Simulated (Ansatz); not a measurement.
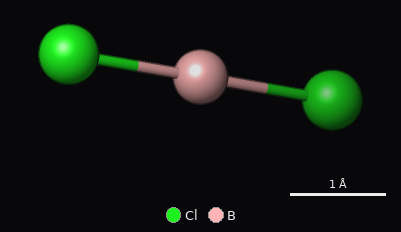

BCl$_{2}$ (charge +1), before the relaxation. The picture is a ball-and-stick view, seen at a tilt.

The run prepares the start of a later molecular dynamics calculation, from a guessed geometry.

All numbers below come from RKS PBE0-D4/def2-SVP in Ansatz 0.2.0.

The input:
```yaml
crystal:
  periodic: [false, false, false]
  atoms:
    - { symbol: Cl, position_ang: [-1.23838, 0.76648, -0.5913] }
    - { symbol: B, position_ang: [0.00074, 0.00136, 0.00055] }
    - { symbol: Cl, position_ang: [1.23764, -0.76784, 0.59074] }
total_charge: 1
basis:
  gaussian: { orbitals: def2-SVP }
hamiltonian:
  xc: pbe0
  dispersion: d4
relax:
  f_tol: 0.02
  max_steps: 40
scf:
  lower_state_search: "off"
output:
  orbitals: {}
```

Launched with:
```bash
ansatz run input.yaml --threads 1 --pin off --max-ram 2048MiB --backend cpu --events-out ev --progress --plain --runs-dir out
```

What does the optimiser find from here?

The energy falls by 2.16 kcal/mol in 3 geometry steps. The largest force component goes from 1.7 to 0.00098 eV/Å. The largest moves after the best rigid fit, 0.046 Å, are those of Cl1 and Cl3. By element the largest moves are Cl 0.046 Å, B 0.002 Å. Among the contacts that change: B2–Cl3 1.572 → 1.617 Å.

Final geometry:

```xyz
3

Cl   -1.2740    0.7895   -0.6082
B     0.0000    0.0000    0.0000
Cl    1.2740   -0.7895    0.6082
```
